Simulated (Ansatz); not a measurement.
# TlGaSe2: a short molecular-dynamics run

What does TlGaSe2 do over 20 steps of 1.5 fs at constant energy, with velocities drawn for 2000 K? The cell is a randomly packed cell of 8 atoms, taken as it stands, without a relaxation.

Program: Ansatz 0.2.0. Level of theory: DFT PBE, plane waves, PAW, scalar-relativistic, no spin polarisation. These are calculated values, not measurements.

## (1) Starting point

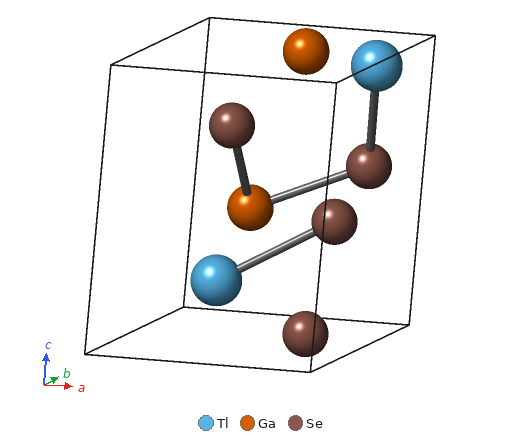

Start, viewed slightly off an axis; thallium blue, gallium orange, selenium brown. Each atom of the cell is drawn once.

Coordinates:

```cif
data_structure
_symmetry_space_group_name_H-M 'P 1'
_symmetry_Int_Tables_number 1
_cell_length_a 5.6417
_cell_length_b 5.7526
_cell_length_c 6.7027
_cell_angle_alpha 76.843
_cell_angle_beta 89.500
_cell_angle_gamma 89.375
_cell_volume 211.80
loop_
_atom_site_label
_atom_site_type_symbol
_atom_site_fract_x
_atom_site_fract_y
_atom_site_fract_z
_atom_site_occupancy
Tl1 Tl 0.88126 0.62707 0.92726 1
Tl2 Tl 0.35204 0.40752 0.18904 1
Ga1 Ga 0.28399 0.86249 0.36155 1
Ga2 Ga 0.43018 0.95038 0.89578 1
Se1 Se 0.33844 0.45782 0.71479 1
Se2 Se 0.81818 0.48040 0.40837 1
Se3 Se 0.74651 0.96455 0.51700 1
Se4 Se 0.89983 0.08431 0.09037 1
```

## (2) Molecular dynamics

Contents of input.yaml:

```yaml
crystal:
  lattice:
    - [5.596463, -0.46034, 0.544781]
    - [0.499865, 5.720211, 0.348102]
    - [-0.484894, 1.176194, 6.580849]
  atoms:
    - { symbol: Tl, position: [0.881261, 0.62707, 0.92726] }
    - { symbol: Tl, position: [0.352039, 0.407519, 0.189036] }
    - { symbol: Ga, position: [0.283991, 0.862488, 0.361551] }
    - { symbol: Ga, position: [0.430178, 0.950384, 0.895779] }
    - { symbol: Se, position: [0.338441, 0.457825, 0.714787] }
    - { symbol: Se, position: [0.818182, 0.480397, 0.408375] }
    - { symbol: Se, position: [0.746508, 0.964548, 0.516998] }
    - { symbol: Se, position: [0.899826, 0.084309, 0.090375] }
kpoints:
  mp_grid: { grid: [3, 3, 2] }
magnetization:
  spin_polarized: false
scf:
  occupations: { method: fermi_dirac, width: 0.05 }
hamiltonian:
  pseudopotentials: { kind: paw }
  xc: pbe
basis:
  ecutwfc: 420
md:
  timestep: 1.5
  n_steps: 20
  ensemble: nve
  temperature: 2000.0
  initial_velocities: maxwell_boltzmann
  seed: 802185
```

Command:

```sh
$ ansatz run input.yaml --threads 2 --pin off --max-ram 2560MiB --backend cpu --events-out ev --progress --plain --runs-dir out
```

What it wrote, shortened:

```text
Warning: md: disabling space-group detection — thermal motion breaks the input geometry's symmetry, so no spatial operation reduces the k-mesh or symmetrises the density; time reversal is kept, so that k and −k are solved as one point where they differ and the mesh holds both, and exact [...]
Warning: RAYON_NUM_THREADS=2 ignored (pool sized by the plan → 2); use --threads N
[...]
Pseudopotentials: kind: paw
Pseudopotential: Tl, paw, valence charge 13, recommended cutoff 420 eV (normal), Tl.paw.azcp
Pseudopotential: Ga, paw, valence charge 13, recommended cutoff 420 eV (normal), Ga.paw.azcp
Pseudopotential: Se, paw, valence charge 16, recommended cutoff 420 eV (normal), Se.paw.azcp
Functional definition: PBE
[...]
Crystal: 8 atoms, lattice volume = 211.804 Å³
Basis set: ecut = 420 eV, 4133 PW (Γ), exchange–correlation on 80×80×90 points (8 copies of the dense FFT grid, shifted against one another)
Bands: 70, of which v1, the nominal top of the filled ones, is band 58 counted from 1 (57 counted from 0)
Symmetry: 1 space group operations
k-points: 10 of 18 (time reversal used)
[...]
SCF iter   1: F=—  HF=-52329.882278 eV  |F-HF|=—  |Δ(HF+E_count)|=         —  Δρ=4.98e-3  dr2=1.55e-1  ethr=1.77e-3  ⟨swp⟩=6.0  Hψ=2481  notcnv=0
[...]
md step     0: t =     0.00 fs  T =  2000.0 K  F+E_penalty+E_count = -52329.85350222 eV  E_kin = 1.809640 eV  conserved = -52328.04386224 eV  (10 SCF iters)
[...]
md step     4: t =     6.00 fs  T =  1975.2 K  F+E_penalty+E_count = -52329.83107958 eV  E_kin = 1.787194 eV  conserved = -52328.04388554 eV  (8 SCF iters)
[...]
md step     5: t =     7.50 fs  T =  1970.5 K  F+E_penalty+E_count = -52329.82684696 eV  E_kin = 1.782956 eV  conserved = -52328.04389103 eV  (3 SCF iters)
SCF iter   1: F=—  HF=-52329.823026 eV  |F-HF|=—  |Δ(HF+E_count)|=         —  Δρ=1.12e-5  dr2=2.07e-7  ethr=1.47e-9  ⟨swp⟩=3.5  Hψ=1228  notcnv=0  defer=17
```

## (3) More of the same log

The log, continued, shortened:

```text
[...]
SCF iter   2: F=-52329.823026 eV  HF=-52329.823026 eV  |F-HF|=6.02e-9  |Δ(HF+E_count)|=   9.23e-9  Δρ=1.46e-6  dr2=6.66e-9  ethr=6.90e-12  ⟨swp⟩=3.0  Hψ=2936  notcnv=0
[...]
md step     6: t =     9.00 fs  T =  1966.3 K  F+E_penalty+E_count = -52329.82302624 eV  E_kin = 1.779130 eV  conserved = -52328.04389660 eV  (2 SCF iters)
[...]
md step     9: t =    13.50 fs  T =  1955.6 K  F+E_penalty+E_count = -52329.81335079 eV  E_kin = 1.769439 eV  conserved = -52328.04391169 eV  (2 SCF iters)
[...]
md step    12: t =    18.00 fs  T =  1946.3 K  F+E_penalty+E_count = -52329.80502066 eV  E_kin = 1.761095 eV  conserved = -52328.04392532 eV  (3 SCF iters)
[...]
md step    15: t =    22.50 fs  T =  1936.8 K  F+E_penalty+E_count = -52329.79636463 eV  E_kin = 1.752421 eV  conserved = -52328.04394359 eV  (3 SCF iters)
[...]
md step    20: t =    30.00 fs  T =  1912.9 K  F+E_penalty+E_count = -52329.77484794 eV  E_kin = 1.730856 eV  conserved = -52328.04399155 eV  (9 SCF iters)
SCF converged after 9 iterations
Free energy (F): -52329.774848 eV
[...]
E sigma→0 (E₀):  -52329.745383 eV
Entropy (-TS):   -0.058931 eV (-7.366 meV/atom)
Fermi energy:    7.620349 eV
[...]
--- Forces (eV/Å), atoms counted from 1 ---
  atom   1  Tl     0.33390884    -0.29631420    -0.01780684
  atom   2  Tl    -0.07995820    -0.14099889     0.35882652
  atom   3  Ga    -0.22334276    -0.17088512     0.05182761
  atom   4  Ga     0.07682667     0.34941486     0.06217216
  atom   5  Se    -0.07884292     0.17628671    -0.14372086
  atom   6  Se     0.05786760     0.09978117     0.18341568
  atom   7  Se     0.22850423     0.16675571    -0.37177131
  atom   8  Se    -0.31496775    -0.18403578    -0.12295953
[...]
--- MD trajectory: 20 steps, t = 0.0 → 30.0 fs ---
  final state: T = 1912.9 K   F+E_penalty+E_count = -52329.77484794 eV   E_kin = 1.730856 eV
  conserved energy: peak-to-peak 1.293e-4 eV (1.616e-5 eV/atom) over 30.0 fs
```

It took 77 s on 2 threads of Arm Neoverse V2, shared host; peak memory 0.58 GiB.

## (4) The trajectory

Every step; energies are changes from step 0; msd is the mean square displacement from the start, the centre of mass held:

```
time (fs)  T (K)  potential energy change (meV/atom)  total energy change (meV/atom)  msd Se (Å²)  msd Ga (Å²)  msd Tl (Å²)
      0.0   2000                                 0.0                            0.00        0.000        0.000        0.000
      1.5   1993                                 0.8                            0.00        0.000        0.000        0.000
      3.0   1986                                 1.6                            0.00        0.001        0.000        0.000
      4.5   1980                                 2.2                            0.00        0.002        0.001        0.000
      6.0   1975                                 2.8                            0.00        0.003        0.001        0.000
      7.5   1971                                 3.3                            0.00        0.005        0.002        0.001
      9.0   1966                                 3.8                            0.00        0.007        0.003        0.001
     10.5   1962                                 4.2                            0.00        0.009        0.004        0.001
     12.0   1959                                 4.6                           -0.01        0.012        0.005        0.001
     13.5   1956                                 5.0                           -0.01        0.015        0.006        0.002
     15.0   1952                                 5.4                           -0.01        0.018        0.008        0.002
     16.5   1949                                 5.7                           -0.01        0.022        0.009        0.003
     18.0   1946                                 6.1                           -0.01        0.026        0.011        0.003
     19.5   1943                                 6.4                           -0.01        0.030        0.014        0.004
     21.0   1940                                 6.8                           -0.01        0.035        0.016        0.005
     22.5   1937                                 7.1                           -0.01        0.040        0.019        0.005
     24.0   1933                                 7.6                           -0.01        0.045        0.021        0.006
     25.5   1929                                 8.0                           -0.01        0.051        0.025        0.007
     27.0   1924                                 8.5                           -0.01        0.057        0.028        0.007
     28.5   1919                                 9.1                           -0.01        0.063        0.031        0.008
     30.0   1913                                 9.8                           -0.02        0.069        0.035        0.009
```

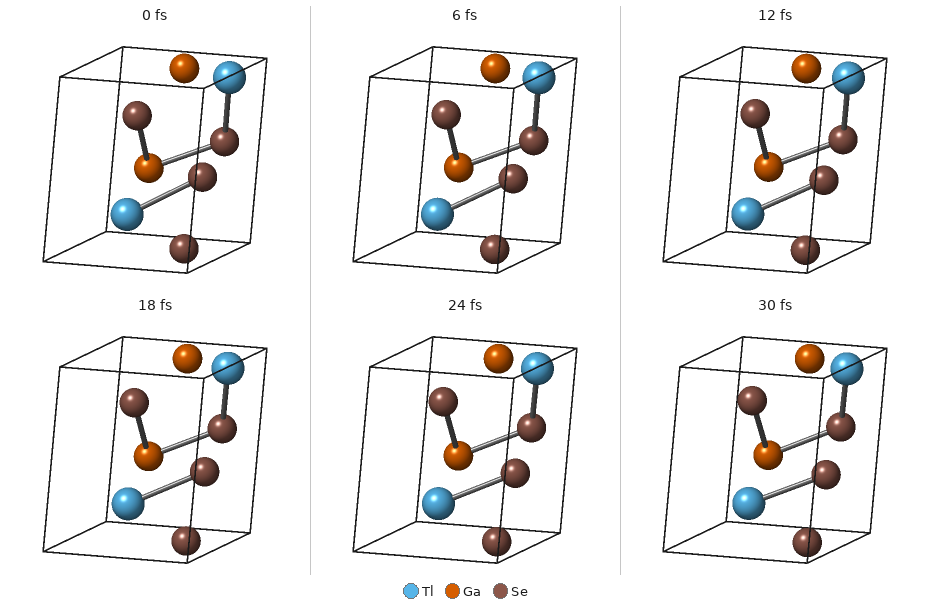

The system at six times, viewed slightly off an axis. Each atom of the cell is drawn once. Atoms are followed across the cell's faces. Sticks are the contacts of the first frame, kept unless stretched by 40 %.

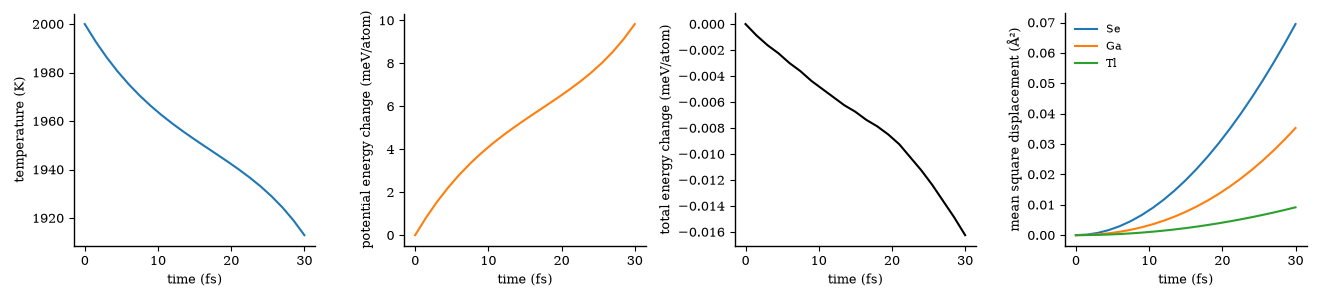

Traces against time; each panel has its own scale.

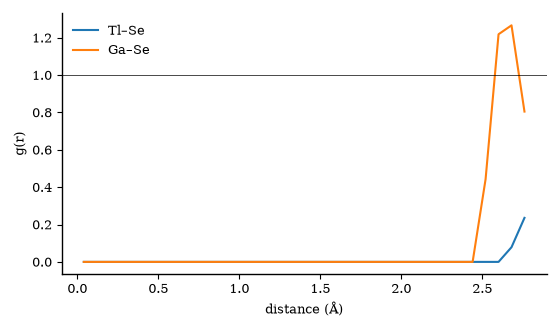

Pair distribution functions over the second half of the run, in bins of 0.08 Å, lightly smoothed, out to 2.8 Å.

## (5) Frames from the trajectory

Positions (Å) and forces (eV/Å):

```xyz
8
Lattice="5.596 -0.460 0.545 0.500 5.720 0.348 -0.485 1.176 6.581" Properties=species:S:1:pos:R:3:forces:R:3 pbc="T T T" time_fs=3.0 T=1986 dE=0.0124
Tl    4.786    4.273    6.795    0.174   -0.270   -0.378
Tl    2.087    2.396    1.581    0.006   -0.279    0.254
Ga    1.842    5.230    2.843   -0.129   -0.293    0.249
Ga    2.462    6.308    6.459    0.064    0.638   -0.208
Se    1.761    3.287    5.066   -0.030    0.050    0.144
Se    4.639    2.849    3.274   -0.149    0.008    0.347
Se    4.397    5.766    4.164    0.261    0.238   -0.320
Se    5.048    0.178    1.102   -0.196   -0.093   -0.089
8
Lattice="5.596 -0.460 0.545 0.500 5.720 0.348 -0.485 1.176 6.581" Properties=species:S:1:pos:R:3:forces:R:3 pbc="T T T" time_fs=7.5 T=1971 dE=0.0267
Tl    4.772    4.274    6.786    0.214   -0.274   -0.333
Tl    2.094    2.404    1.586   -0.016   -0.252    0.253
Ga    1.837    5.233    2.857   -0.155   -0.273    0.232
Ga    2.482    6.334    6.457    0.066    0.648   -0.189
Se    1.739    3.262    5.093   -0.057    0.023    0.128
Se    4.664    2.846    3.234   -0.115    0.029    0.354
Se    4.379    5.742    4.193    0.256    0.203   -0.336
Se    5.069    0.182    1.085   -0.193   -0.104   -0.110
8
Lattice="5.596 -0.460 0.545 0.500 5.720 0.348 -0.485 1.176 6.581" Properties=species:S:1:pos:R:3:forces:R:3 pbc="T T T" time_fs=12.0 T=1959 dE=0.0372
Tl    4.757    4.275    6.777    0.250   -0.276   -0.285
Tl    2.101    2.411    1.592   -0.034   -0.222    0.258
Ga    1.832    5.235    2.872   -0.175   -0.252    0.206
Ga    2.503    6.362    6.454    0.064    0.641   -0.160
Se    1.716    3.238    5.121   -0.073    0.003    0.100
Se    4.690    2.842    3.195   -0.086    0.044    0.353
Se    4.362    5.719    4.221    0.256    0.176   -0.350
Se    5.089    0.187    1.066   -0.202   -0.113   -0.122
8
Lattice="5.596 -0.460 0.545 0.500 5.720 0.348 -0.485 1.176 6.581" Properties=species:S:1:pos:R:3:forces:R:3 pbc="T T T" time_fs=15.0 T=1952 dE=0.0430
Tl    4.748    4.276    6.770    0.270   -0.278   -0.250
Tl    2.105    2.416    1.596   -0.044   -0.203    0.264
Ga    1.828    5.235    2.883   -0.186   -0.239    0.185
Ga    2.517    6.381    6.452    0.062    0.626   -0.135
Se    1.701    3.221    5.140   -0.079   -0.001    0.075
Se    4.707    2.840    3.170   -0.067    0.052    0.343
Se    4.351    5.703    4.239    0.257    0.161   -0.358
Se    5.102    0.189    1.054   -0.214   -0.119   -0.125
8
Lattice="5.596 -0.460 0.545 0.500 5.720 0.348 -0.485 1.176 6.581" Properties=species:S:1:pos:R:3:forces:R:3 pbc="T T T" time_fs=18.0 T=1946 dE=0.0485
Tl    4.739    4.276    6.764    0.289   -0.279   -0.212
Tl    2.110    2.420    1.600   -0.054   -0.185    0.275
Ga    1.824    5.236    2.893   -0.195   -0.225    0.161
Ga    2.530    6.401    6.450    0.059    0.600   -0.104
Se    1.685    3.204    5.158   -0.081    0.005    0.045
Se    4.724    2.838    3.145   -0.046    0.059    0.323
Se    4.340    5.688    4.256    0.258    0.151   -0.363
Se    5.115    0.192    1.042   -0.231   -0.125   -0.126
8
Lattice="5.596 -0.460 0.545 0.500 5.720 0.348 -0.485 1.176 6.581" Properties=species:S:1:pos:R:3:forces:R:3 pbc="T T T" time_fs=22.5 T=1937 dE=0.0571
Tl    4.725    4.277    6.754    0.311   -0.283   -0.147
Tl    2.116    2.427    1.606   -0.066   -0.164    0.298
Ga    1.817    5.236    2.909   -0.206   -0.204    0.122
Ga    2.551    6.433    6.446    0.057    0.537   -0.050
Se    1.662    3.180    5.187   -0.082    0.039   -0.010
Se    4.749    2.835    3.109   -0.009    0.070    0.278
Se    4.324    5.666    4.282    0.255    0.144   -0.367
Se    5.134    0.196    1.023   -0.260   -0.139   -0.124
8
Lattice="5.596 -0.460 0.545 0.500 5.720 0.348 -0.485 1.176 6.581" Properties=species:S:1:pos:R:3:forces:R:3 pbc="T T T" time_fs=27.0 T=1924 dE=0.0683
Tl    4.712    4.277    6.744    0.326   -0.290   -0.072
Tl    2.123    2.433    1.612   -0.076   -0.149    0.332
Ga    1.810    5.236    2.925   -0.216   -0.184    0.081
Ga    2.573    6.466    6.442    0.064    0.439    0.013
Se    1.639    3.155    5.215   -0.080    0.108   -0.083
Se    4.775    2.832    3.073    0.031    0.086    0.222
Se    4.309    5.644    4.307    0.243    0.152   -0.369
Se    5.153    0.199    1.003   -0.292   -0.163   -0.123
8
Lattice="5.596 -0.460 0.545 0.500 5.720 0.348 -0.485 1.176 6.581" Properties=species:S:1:pos:R:3:forces:R:3 pbc="T T T" time_fs=30.0 T=1913 dE=0.0787
Tl    4.703    4.277    6.738    0.334   -0.296   -0.018
Tl    2.127    2.437    1.617   -0.080   -0.141    0.359
Ga    1.804    5.235    2.936   -0.223   -0.171    0.052
Ga    2.587    6.489    6.440    0.077    0.349    0.062
Se    1.623    3.139    5.233   -0.079    0.176   -0.144
Se    4.791    2.830    3.049    0.058    0.100    0.183
Se    4.299    5.630    4.323    0.229    0.167   -0.372
Se    5.164    0.201    0.990   -0.315   -0.184   -0.123
```

## (6) What came out

| quantity | value |
| --- | --- |
| length | 20 steps of 1.5 fs |
| temperature, first and last step | 2000 and 1913 K |
| temperature, second half | mean 1935 K, from 1913 to 1952 K |
| potential energy, second half | +7 meV/atom from the start |
| largest change of the total energy | 0.02 meV/atom |
| mean square displacement, second half | Se 0.041, Ga 0.020, Tl 0.005 Å² |

The temperature starts at 2000 K and averages 1935 K in the second half, where it still falls, from 1952 to 1913 K. The total energy strays from its start by at most 0.02 meV/atom, under 0.1 % of the mean kinetic energy, so a step of 1.5 fs is short enough over this time. Over the second half Se atoms stand 0.2 Å (root mean square) from where they began, and the farthest move is 0.3 Å. 30 fs on 8 atoms is far too short and small for converged averages. The k-mesh is coarse.
